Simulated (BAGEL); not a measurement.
# HF/cc-pVDZ (density fitting with qzvpp-jkfit) run of C3H3FN+ (SMILES C[c+]1nc1F)

What is the energy change on altering one bond length of C3H3FN+ at HF/cc-pVDZ (density fitting with qzvpp-jkfit)? 

The results are computed with BAGEL 1.2.2.

1 further run of the same task is left out (set aside as unsound or not needed). Runs told in other sessions of the task aren't counted.

## (1) Starting point

C3H3FN+ has 8 atoms, charge +1, and is taken as a singlet. As SMILES, `C[c+]1nc1F`. Geometry: relaxed at GFN2-xTB.

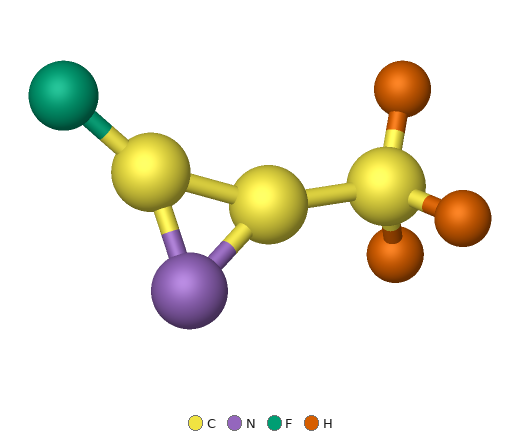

The structure, seen from a chosen angle (carbon yellow, nitrogen purple, fluorine teal, hydrogen orange).

## (2) The energy at HF/cc-pVDZ (density fitting with qzvpp-jkfit)

File input.json:

```json
{ "bagel": [

{
  "title": "molecule",
  "basis": "cc-pvdz.json",
  "df_basis": "qzvpp-jkfit",
  "angstrom": "true",
  "geometry": [
    { "atom": "C", "xyz": [      -0.832700,      -0.532420,       0.544270 ] },
    { "atom": "C", "xyz": [       0.268230,      -0.014620,      -0.162890 ] },
    { "atom": "N", "xyz": [       1.412850,      -0.319110,      -0.852260 ] },
    { "atom": "C", "xyz": [       1.090790,       0.949520,      -0.721740 ] },
    { "atom": "F", "xyz": [       1.413460,       2.129180,      -0.984680 ] },
    { "atom": "H", "xyz": [      -1.503420,       0.229600,       0.940930 ] },
    { "atom": "H", "xyz": [      -0.471850,      -1.203580,       1.340210 ] },
    { "atom": "H", "xyz": [      -1.377350,      -1.238560,      -0.103830 ] }
  ]
},

{
  "title": "hf",
  "charge": 1
},

{
  "title": "print",
  "file": "orbitals.molden",
  "orbitals": "true"
}

]}
```

The basis set cc-pVDZ is read from a file made from the Basis Set Exchange's data (not shown).

Launch:

```console
$ BAGEL_NUM_THREADS=1 BAGEL input.json > input.out
```

The log of the run:

```text
* using 1 threads per process

  ===============================================================
  ===============================================================

  *** Geometry ***

  { "atom" : "C", "xyz" : [     -1.573575,     -1.006128,      1.028521 ] },
  { "atom" : "C", "xyz" : [      0.506881,     -0.027628,     -0.307817 ] },
  { "atom" : "N", "xyz" : [      2.669900,     -0.603031,     -1.610538 ] },
  { "atom" : "C", "xyz" : [      2.061294,      1.794333,     -1.363891 ] },
  { "atom" : "F", "xyz" : [      2.671052,      4.023567,     -1.860776 ] },
  { "atom" : "H", "xyz" : [     -2.841052,      0.433881,      1.778100 ] },
  { "atom" : "H", "xyz" : [     -0.891667,     -2.274437,      2.532630 ] },
  { "atom" : "H", "xyz" : [     -2.602814,     -2.340539,     -0.196210 ] },

  Number of auxiliary basis functions:      433

  Since a DF basis is specified, we compute 2- and 3-index integrals:
    o Being stored without compression. Storage requirement is 0.025 GB

  Number of basis functions:       85
  Number of electrons      :       37

    * METHOD: MOLECULE                             0.17

  *** RHF ***

  === Nuclear Repulsion ===
   154.7415038791

      * DIIS with orbital gradients will be used.

  === RHF iteration (cc-pvdz.json) ===
      0       -268.69876907          0.01610098           0.04
      1       -268.82458889          0.01010498           0.04
      2       -268.87861531          0.00173379           0.04
      3       -268.88133897          0.00053363           0.04
      4       -268.88154673          0.00018291           0.04
      5       -268.88158529          0.00007592           0.04
      6       -268.88159301          0.00003929           0.04
      7       -268.88159523          0.00001050           0.04
      8       -268.88159541          0.00000427           0.04
      9       -268.88159542          0.00000178           0.04
     10       -268.88159542          0.00000070           0.04
     11       -268.88159542          0.00000024           0.04
     12       -268.88159542          0.00000008           0.04
     13       -268.88159542          0.00000004           0.04
     14       -268.88159542          0.00000002           0.04
     15       -268.88159542          0.00000001           0.05
    * SCF iteration converged.

    * Permanent dipole moment:
           (    0.952982,     0.451710,    -0.606342) a.u.

    * METHOD: HF                                   0.78

    * METHOD: PRINT                                0.01

  ===============================================================
```

Run time: 1.2 s. Hardware: 1 thread of Arm Neoverse V2, shared host; peak memory 0.1 GiB.

## (3) The distorted shape

File input.json:

```json
{ "bagel": [

{
  "title": "molecule",
  "basis": "cc-pvdz.json",
  "df_basis": "qzvpp-jkfit",
  "angstrom": true,
  "geometry": [
    { "atom": "C", "xyz": [   -1.121372,    0.004493,   -0.092464 ] },
    { "atom": "C", "xyz": [   -0.020442,    0.522293,   -0.799624 ] },
    { "atom": "N", "xyz": [    1.124178,    0.217803,   -1.488994 ] },
    { "atom": "C", "xyz": [    0.802118,    1.486433,   -1.358474 ] },
    { "atom": "F", "xyz": [    1.124788,    2.666093,   -1.621414 ] },
    { "atom": "H", "xyz": [   -1.792092,    0.766513,    0.304196 ] },
    { "atom": "H", "xyz": [   -0.471850,   -1.203580,    1.340210 ] },
    { "atom": "H", "xyz": [   -1.666022,   -0.701647,   -0.740564 ] }
  ]
},
{ "title": "hf", "charge": 1 },
{ "title": "print", "file": "orbitals.molden", "orbitals": true }

]}
```

The basis set cc-pVDZ is read from a file made from the Basis Set Exchange's data (not shown).

Launch:

```console
$ BAGEL_NUM_THREADS=1 BAGEL input.json > input.out
```

The log of the run:

```text
* using 1 threads per process

  ===============================================================
  ===============================================================

  *** Geometry ***

  { "atom" : "C", "xyz" : [     -2.119086,      0.008491,     -0.174732 ] },
  { "atom" : "C", "xyz" : [     -0.038630,      0.986991,     -1.511070 ] },
  { "atom" : "N", "xyz" : [      2.124389,      0.411588,     -2.813791 ] },
  { "atom" : "C", "xyz" : [      1.515783,      2.808951,     -2.567144 ] },
  { "atom" : "F", "xyz" : [      2.125541,      5.038186,     -3.064028 ] },
  { "atom" : "H", "xyz" : [     -3.386563,      1.448500,      0.574847 ] },
  { "atom" : "H", "xyz" : [     -0.891667,     -2.274437,      2.532630 ] },
  { "atom" : "H", "xyz" : [     -3.148325,     -1.325921,     -1.399463 ] },

  Number of auxiliary basis functions:      433

  Since a DF basis is specified, we compute 2- and 3-index integrals:
    o Being stored without compression. Storage requirement is 0.025 GB

  Number of basis functions:       85
  Number of electrons      :       37

    * METHOD: MOLECULE                             0.17

  *** RHF ***

  === Nuclear Repulsion ===
   152.4048746470

      * DIIS with orbital gradients will be used.

  === RHF iteration (cc-pvdz.json) ===
      0       -268.55235325          0.01561551           0.04
      1       -268.68044188          0.00999516           0.04
      2       -268.73444608          0.00177985           0.04
      3       -268.73755318          0.00057915           0.04
      4       -268.73781345          0.00022184           0.04
      5       -268.73786905          0.00008448           0.04
      6       -268.73788027          0.00004030           0.04
      7       -268.73788254          0.00001320           0.04
      8       -268.73788279          0.00000637           0.04
      9       -268.73788283          0.00000256           0.04
     10       -268.73788283          0.00000118           0.04
     11       -268.73788283          0.00000043           0.04
     12       -268.73788283          0.00000017           0.04
     13       -268.73788283          0.00000009           0.08
     14       -268.73788283          0.00000004           0.06
     15       -268.73788283          0.00000002           0.05
     16       -268.73788283          0.00000001           0.06
    * SCF iteration converged.

    * Permanent dipole moment:
           (    0.973954,     0.692542,    -0.902749) a.u.

    * METHOD: HF                                   0.95

    * METHOD: PRINT                                0.02

  ===============================================================
```

It took 1.4 s on 1 thread of Arm Neoverse V2, shared host; peak memory 0.1 GiB.

## (4) Outcome

At HF/cc-pVDZ (density fitting with qzvpp-jkfit):

| quantity | value |
| --- | --- |
| first shape: total energy | -268.88160 Eh |
| first shape: HOMO energy | -19.54 eV |
| first shape: LUMO energy | -4.05 eV |
| first shape: HOMO–LUMO gap | 15.48 eV |
| distorted shape: total energy | -268.73788 Eh |
| distorted shape: HOMO energy | -16.76 eV |
| distorted shape: LUMO energy | -5.61 eV |
| distorted shape: HOMO–LUMO gap | 11.15 eV |
| energy change with the C1–H7 bond stretched from 1.102 to 1.983 Å | 3.911 eV |

In words: With the C1–H7 bond stretched from 1.102 to 1.983 Å the energy rises by 3.91 eV (377 kJ/mol). The first shape isn't relaxed at this level, so the change isn't measured from a minimum.
